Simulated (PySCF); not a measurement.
CH10O2Si3 (SMILES C[SiH2]O[SiH2]O[SiH3])

Input

```
{"job": {"kind": "nmr", "xc": "PBE0", "basis": "pcSseg-1"}, "charge": 0, "multiplicity": 1}
C     -2.766953     0.383144     0.020669
Si    -1.363506    -0.891724     0.003929
O     -0.388729    -0.589146     1.268041
Si     1.015148    -0.171326     1.945612
O      2.091148     0.261732     0.819950
Si     2.570159     0.555820    -0.697362
H     -3.456243     0.210686    -0.800520
H     -3.337599     0.334167     0.944537
H     -2.387943     1.397710    -0.074333
H     -0.586337    -0.803612    -1.236746
H     -1.853357    -2.251614     0.242564
H      1.552291    -1.353269     2.602200
H      0.762907     1.007523     2.760818
H      2.584101    -0.707197    -1.436223
H      1.648357     1.510967    -1.313882
H      3.908956     1.115083    -0.525697
```

Run with:

```sh
OMP_NUM_THREADS=1 python probes_run.py task.json out
```

Geometry: GFN2-xTB.

Method: PySCF, PBE0/pcSseg-1, SCF density, gas phase, non-relativistic.

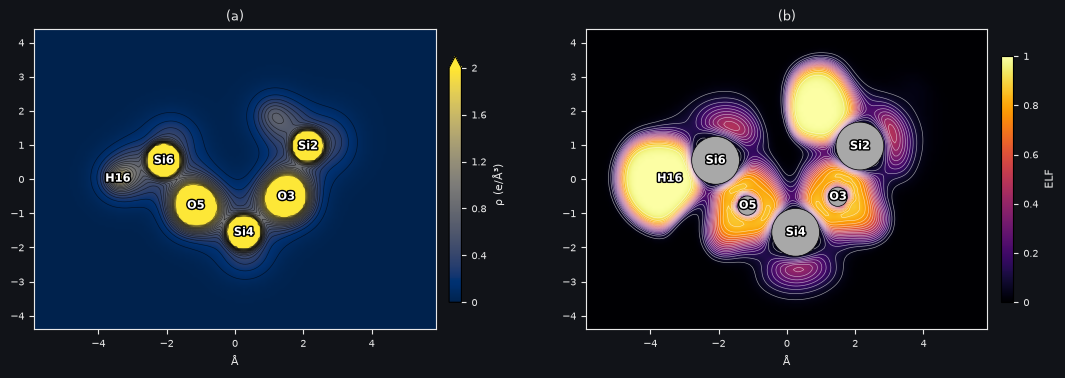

Figure 1. (a) total electron density; (b) electron localisation function on the plane of atoms Si4, O5 and Si6. Grey discs cover the atomic cores in the ELF map.

Q: What do the fields say about this system?

A:
- The section cuts through Si, O and H sites.
- Si–O (1.61 Å): ρ at the midpoint is about 1.2 e/Å³; the ELF peaks at about 0.85 between the atoms (a short, strongly polar bond).
- Si–H (1.46 Å): ρ is about 0.82 e/Å³ halfway; the ELF climbs to about 1 towards the hydrogen, as it does in any bond to H.
- The ELF also peaks beside O5 and O3, away from the bonds: lone-pair regions.

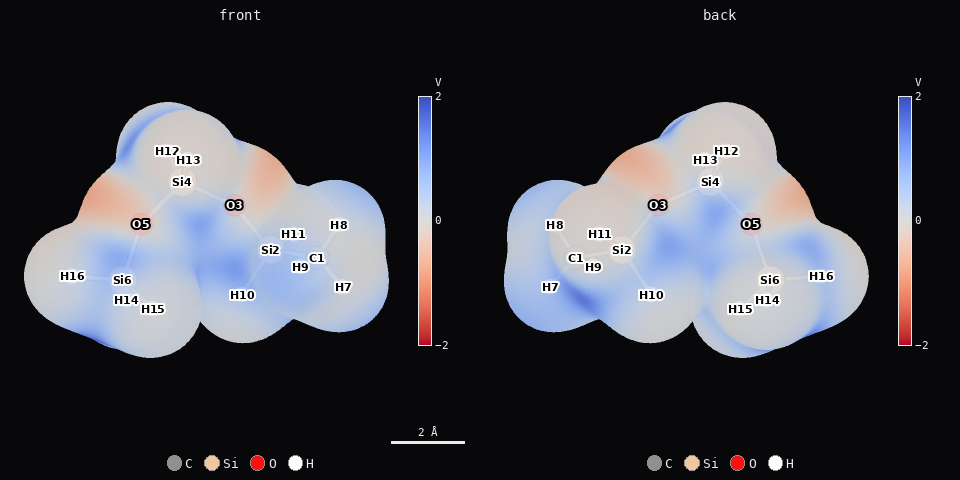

Figure 2. The electrostatic potential painted on the density surface at 0.002 e/bohr³, seen from the front and from behind; the colour scale runs from red (negative) to blue (positive).

Q: Where is the surface potential most negative and most positive?

A: The most negative region (about −0.7 V) lies over O3 and O5, the most positive (about +1.6 V) over Si2 and Si6.
